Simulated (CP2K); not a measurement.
**SiH2 (SMILES [SiH2]): PM6**

Aim: the vertical ionisation energy of SiH2 at PM6, from 2 runs. 

Program for the calculation: CP2K 2026.2.

3 further runs of the same task are left out: 3 set aside as unsound or not needed.

### Step 1. The system as given

The species is SiH2 (3 atoms), meant as a singlet with charge 0. As SMILES, `[SiH2]`. The shape is that of a PBE0-D4/def2-TZVP optimisation.

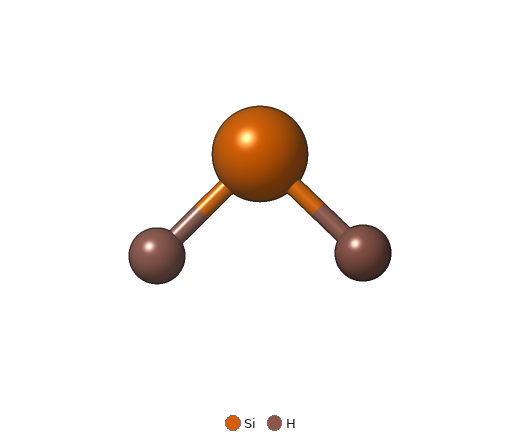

Viewed from a chosen angle; silicon orange, hydrogen brown.

### Step 2. A single-point energy at PM6

Contents of run.inp:

```
&GLOBAL
 PROJECT run
 RUN_TYPE ENERGY
 PRINT_LEVEL MEDIUM
&END GLOBAL

&FORCE_EVAL
 METHOD Quickstep
 &DFT
  CHARGE 0
  MULTIPLICITY 1
  &QS
   METHOD PM6
   EPS_DEFAULT 1.0E-10
   &SE
    &COULOMB
     CUTOFF [angstrom] 50
     RC_RANGE [angstrom] 0
    &END COULOMB
    &EXCHANGE
     CUTOFF [angstrom] 50
     RC_RANGE [angstrom] 0
    &END EXCHANGE
   &END SE
  &END QS
  &POISSON
   PERIODIC NONE
   POISSON_SOLVER ANALYTIC
  &END POISSON
  &SCF
   SCF_GUESS ATOMIC
   EPS_SCF 1.0E-07
   MAX_SCF 80
   &DIAGONALIZATION
    ALGORITHM STANDARD
   &END DIAGONALIZATION
   &MIXING
    METHOD DIRECT_P_MIXING
    ALPHA 0.4
   &END MIXING
  &END SCF
  ! extra output
  &PRINT
   &MOMENTS
    PERIODIC F
    REFERENCE COM
    MAX_MOMENT 1
   &END MOMENTS
   &MO ON
    ENERGIES T
    OCCUPATION_NUMBERS T
    NDIGITS 6
    &EACH
     QS_SCF 0
    &END EACH
    ADD_LAST NUMERIC
   &END MO
   &HIRSHFELD OFF
   &END HIRSHFELD
  &END PRINT
 &END DFT
 &SUBSYS
  ! vacuum box
  &CELL
   ABC [angstrom] 17.3 17.6 16.8
   PERIODIC NONE
  &END CELL
  &COORD
   UNIT bohr
   Si    -0.9282335     0.8855257    -0.4036455
   H      1.5879369     1.0933955     0.9873819
   H     -0.6597034    -1.9789212    -0.5837364
  &END COORD
  &TOPOLOGY
   &CENTER_COORDINATES
   &END CENTER_COORDINATES
  &END TOPOLOGY
 &END SUBSYS
&END FORCE_EVAL
```

Run with:

```sh
$ OMP_NUM_THREADS=1 cp2k.psmp -i run.inp -o run.out
```

The program printed:

```text
CP2K| version string:                                       CP2K version 2026.2
[...]
 GLOBAL| Method name                                                        CP2K
[...]
 GLOBAL| Run type                                                         ENERGY
[...]
                             - Atoms:                                          3
[...]
                             - Spherical basis functions:                     11
[...]
 Number of electrons:                                                          6
[...]
     1 P_Mix/Diag. 0.40E+00    0.0     0.92870861        -2.4356301029 -2.44E+00
[...]
    22 DIIS/Diag.  0.38E-07    0.0     0.00000004        -3.5618520477 -3.91E-14
  *** SCF run converged in    22 steps ***
  Core-core repulsion energy [eV]:                             59.02934537848414
  Core Hamiltonian energy [eV]:                              -132.78970013573968
  Two-electron integral energy [eV]:                          -46.32513710603524
  Electronic energy [eV]:                                    -155.95226868875730
  Total energy [eV]:                                          -96.92292331027318
  Atomic reference energy [eV]:                               100.14113114625417
  Heat of formation [kcal/mol]:                                74.21364161456484
[...]
 SE_DIPOLE| Moment [Debye]         -0.47685103       0.45489826      -0.20736177
 SE_DIPOLE| Derivative [a.u.]       0.00000000       0.00000000       0.00000000
 ENERGY| Total FORCE_EVAL ( QS ) energy [hartree]             -3.561852047701742
[...]
```

Wall time 1.6 s (1 thread of Intel Xeon at 2.50GHz (Skylake/Cascade Lake), shared host); peak memory 0.18 GiB.

### Step 3. The doublet cation, same level

Contents of gas.inp:

```
&FORCE_EVAL
  METHOD QS
  &DFT
    CHARGE 1
    MULTIPLICITY 2
    UNRESTRICTED_KOHN_SHAM T
    &QS
      METHOD PM6
      EPS_DEFAULT 1.0E-10
      &SE
        &COULOMB
          CUTOFF [angstrom] 50
          RC_RANGE [angstrom] 0
        &END COULOMB
        &EXCHANGE
          CUTOFF [angstrom] 50
          RC_RANGE [angstrom] 0
        &END EXCHANGE
      &END SE
    &END QS
    &POISSON
      PERIODIC NONE
      POISSON_SOLVER ANALYTIC
    &END POISSON
    &SCF
      SCF_GUESS ATOMIC
      EPS_SCF 1.0E-07
      MAX_SCF 80
      &DIAGONALIZATION
        ALGORITHM STANDARD
      &END DIAGONALIZATION
      &MIXING
        METHOD DIRECT_P_MIXING
        ALPHA 0.4
      &END MIXING
    &END SCF
    &PRINT
      &MOMENTS
        PERIODIC F
        REFERENCE COM
        MAX_MOMENT 1
      &END MOMENTS
      &MO ON
        ENERGIES T
        OCCUPATION_NUMBERS T
        NDIGITS 6
        &EACH
          QS_SCF 0
        &END EACH
        ADD_LAST NUMERIC
      &END MO
      &HIRSHFELD OFF
      &END HIRSHFELD
    &END PRINT
  &END DFT
  &SUBSYS
    &CELL
      ABC 17.3 17.6 16.8
      PERIODIC NONE
    &END CELL
    &COORD
      UNIT bohr
      Si    -0.9282335     0.8855257    -0.4036455
      H      1.5879369     1.0933955     0.9873819
      H     -0.6597034    -1.9789212    -0.5837364
    &END COORD
    &TOPOLOGY
      &CENTER_COORDINATES
      &END CENTER_COORDINATES
    &END TOPOLOGY
  &END SUBSYS
&END FORCE_EVAL

&GLOBAL
  PROJECT gas
  RUN_TYPE ENERGY
  PRINT_LEVEL MEDIUM
&END GLOBAL
```

Run with:

```sh
$ OMP_NUM_THREADS=1 cp2k.psmp -i gas.inp -o gas.out
```

The program printed:

```text
CP2K| version string:                                       CP2K version 2026.2
[...]
 GLOBAL| Method name                                                        CP2K
[...]
 GLOBAL| Run type                                                         ENERGY
[...]
                             - Atoms:                                          3
[...]
                             - Spherical basis functions:                     11
[...]
 Number of electrons:                                                          3
[...]
     1 P_Mix/Diag. 0.40E+00    0.0     0.47770619        -2.2577148286 -2.26E+00
[...]
    20 DIIS/Diag.  0.47E-07    0.0     0.00000007        -3.2751880164 -1.11E-13
  *** SCF run converged in    20 steps ***
  Core-core repulsion energy [eV]:                             59.02934537848414
  Core Hamiltonian energy [eV]:                              -111.36456711448724
  Two-electron integral energy [eV]:                          -73.57435316262540
  Electronic energy [eV]:                                    -148.15174369579995
  Total energy [eV]:                                          -89.12239831731580
  Atomic reference energy [eV]:                               100.14113114625417
  Heat of formation [kcal/mol]:                               254.09803558078883
[...]
 SE_DIPOLE| Moment [Debye]          1.00157381      -0.95546860       0.43554040
 SE_DIPOLE| Derivative [a.u.]       0.00000000       0.00000000       0.00000000
 ENERGY| Total FORCE_EVAL ( QS ) energy [hartree]             -3.275188016424336
[...]
```

Run time: 1.6 s. Hardware: 1 thread of Intel Xeon at 2.50GHz (Skylake/Cascade Lake), shared host; peak memory 0.18 GiB.

### Step 4. Summary of results

Level: PM6.

| quantity | value |
| --- | --- |
| singlet SiH2: total energy | -3.56185 Eh |
| singlet SiH2: dipole moment | 0.69 D |
| singlet SiH2: HOMO energy | -7.87 eV |
| singlet SiH2: heat of formation | 74.2 kcal/mol |
| doublet cation: total energy | -3.27519 Eh |
| doublet cation: HOMO energy (highest over α and β) | -13.80 eV |
| doublet cation: heat of formation | 254.1 kcal/mol |
| vertical ionisation energy (to the doublet cation) | 7.801 eV |

In words: The vertical ionisation energy comes to 7.80 eV (753 kJ/mol).
